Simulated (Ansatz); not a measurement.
Input

```
crystal:
  periodic: [false, false, false]
  atoms:
    - {symbol: Si, position_ang: [-0.830212, -0.071072, 0.006610]}
    - {symbol: N, position_ang: [1.229091, -0.145297, -0.528988]}
    - {symbol: F, position_ang: [-0.673687, -1.671875, 0.025348]}
    - {symbol: F, position_ang: [-2.393705, -0.010070, 0.461643]}
    - {symbol: H, position_ang: [-0.989563, 0.546010, -1.326358]}
    - {symbol: H, position_ang: [1.592100, 0.790165, -0.672472]}
    - {symbol: O, position_ang: [-0.191028, 0.771932, 1.277114]}
    - {symbol: H, position_ang: [1.383456, -0.692364, -1.368139]}
    - {symbol: H, position_ang: [1.747079, -0.568842, 0.233450]}
    - {symbol: H, position_ang: [-0.873532, 1.051211, 1.891792]}
basis:
  gaussian: {orbitals: def2-TZVPP}
hamiltonian: {xc: pbe0, dispersion: d4}
output: {orbitals: {seedname: orbitals}}
```

Launched as:

```sh
ansatz run in.yaml --threads 4 --pin off --events-out ev --progress --plain --max-ram 9574MiB
```

The product side of a reaction path; geometry: PBE0-D4/def2-TZVP.

These are results of Ansatz 0.2.0, RKS PBE0-D4/def2-TZVPP, not measurements.

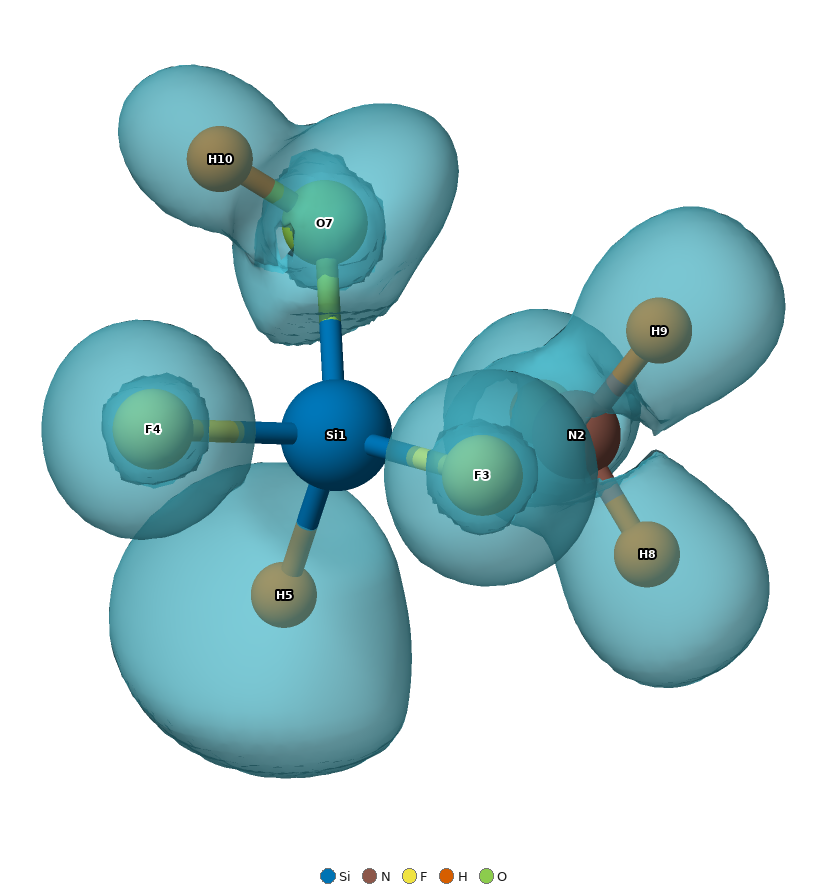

F2H2OSi···NH3. Isosurface of the electron localisation function at 0.75 (cyan), seen at a tilt. Only the valence region is drawn (cores and ρ < 0.01 e/Å³ removed).

Q: Describe the localisation domains.

A: At this value the surface marks out one region around a hydrogen nucleus, two regions wrapped around F (its lone pairs, merged into a ring or cap), one joined region spread over several atoms (H, N), in which their bonds and any lone pairs are merged and one joined region spread over several atoms (H, O), in which their bonds and any lone pairs are merged.

Values along the shortest contacts:
Si1···N2 (2.13 Å): the ELF peaks at about 0.95 in the valence shell of N, 0.7 Å from its nucleus, and is about 0.75 at the midpoint. Si–F (1.61 Å): the ELF peaks at about 0.85 in the valence shell of F, 0.6 Å from its nucleus, and is about 0.40 at the midpoint.
